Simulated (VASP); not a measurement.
Band structure of NbN (rock salt). These are optB88-vdW, VASP's PBE PAW potentials (set 64) (plane waves; VASP) values and carry that method's errors.

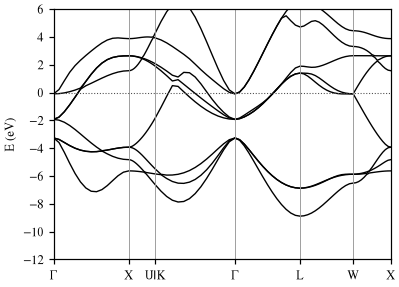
Figure: Bands along high-symmetry lines, zero at the valence-band maximum or, without a gap, the Fermi level

Read the plot: is there a gap, and where are the band edges?

It has no gap at this level: it comes out as a metal or semimetal. (Edges off the drawn lines would not show.)

The compound is NbN in the rock salt structure, the cubic δ form, which competes with hexagonal ones. It was relaxed first.
